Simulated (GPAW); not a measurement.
Band structure of ZrH (P4_2/mmc, 4 atoms in the cell).

```yaml
crystal:
  lattice:
    - [3.26696, 0.00000, 0.00000]
    - [0.00000, 3.26696, 0.00000]
    - [0.00000, 0.00000, 5.04998]
  atoms:
    - { symbol: Zr, position: [0.00000, 0.50000, 0.50000] }
    - { symbol: Zr, position: [0.50000, 0.00000, 0.00000] }
    - { symbol: H, position: [0.50000, 0.50000, 0.25000] }
    - { symbol: H, position: [0.50000, 0.50000, 0.75000] }
```

Method: PBEsol, GPAW PAW datasets PBEsol (made by gpaw-setup) (plane waves; GPAW).

Settings: mode = pw; ecut = 800 eV; xc = PBEsol; kpts = 7 7 5; mesh shift (steps) = 0 0 0; occupations.name = fermi-dirac; occupations.width = 0.05 eV; nbands = -8; convergence.forces = 0.001 eV/Å; symmetry.symmorphic = false; symmetry.tolerance = 0.0005; maxiter = 150; bandpath_npoints = 40.

The starting cell comes from a database of computed structures (which also holds hypothetical and non-ambient phases and stackings), without a prior relaxation at this level. Its lattice was rescaled by a random factor within 2.5 % of one.

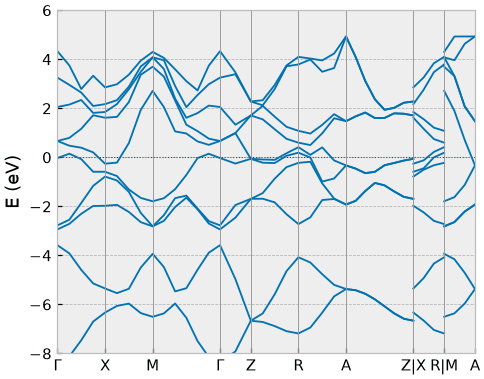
*Bands along the path, energies from the Fermi level.*

Levels in eV from the Fermi level, bands 10 to 17:
```csv
point,10,11,12,13,14,15,16,17
Γ,-3.58,-2.94,-2.78,-0.03,0.66,0.66,2.05,3.25
X,-5.35,-1.98,-0.79,-0.59,-0.26,1.61,1.85,2.17
M,-3.94,-2.82,-2.82,-1.79,2.71,3.70,4.08,4.08
Z,-6.66,-1.69,-1.69,-0.06,-0.06,1.71,1.71,2.28
R,-4.08,-2.72,-0.23,0.19,0.41,0.60,1.08,3.79
A,-5.37,-1.93,-1.93,-0.33,-0.33,1.47,1.47,4.93
```

Bands cross the Fermi level along this path, so the cell is metallic at this level.
